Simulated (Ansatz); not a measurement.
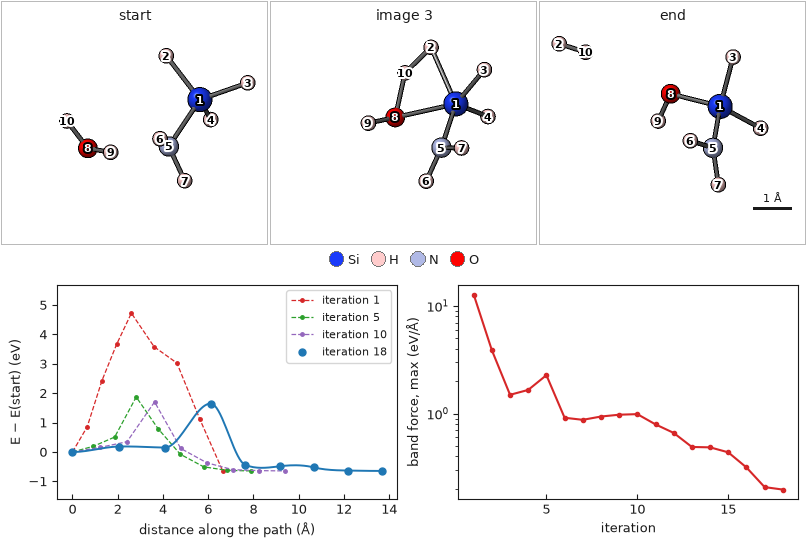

A search for the minimum-energy path of SiNH₇O by the nudged elastic band. Images are numbered from 0 (start) to 8 (end). The plot follows the band through its iterations. Style: ball-and-stick. Shown from a free direction.

The calculation used RKS PBE0/6-31G* in Ansatz. Set-up: 7 movable images; climbing image; force threshold 0.2 eV/Å; iteration limit 60; starting path through a guess of the saddle point.

### Did the band converge, and can the barrier be trusted?

The run met only a loose threshold, so the barrier can't be trusted yet. The band converged in 18 iterations. The largest component of the band force went from 13 to 0.2 eV/Å. The climbing image converged on the top of the path. Its curvatures weren't checked. The force threshold is so loose that the height of the top is at best an upper bound. The first iteration put the highest image at 4.72 eV. The highest point, image 3, lies 1.65 eV above the start and 2.29 eV above the end; the end is at −0.64 eV relative to the start.
